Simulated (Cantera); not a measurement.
Feed: 1 mol N2O, 0.24 mol O2, 7.3 mol H2, at 10000 Pa.

Method: chemical equilibrium by Gibbs-energy minimisation in Cantera with the NASA 1993 tables (ideal gas, pure condensed phases). Candidate condensed phases: H2O; 24 gas species. Rates play no part.

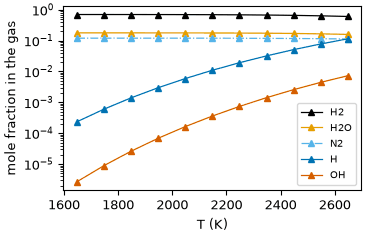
Equilibrium gas composition (values under 1e-9 drawn at 1e-9)

From 1648 K to 2648 K nothing is condensed.
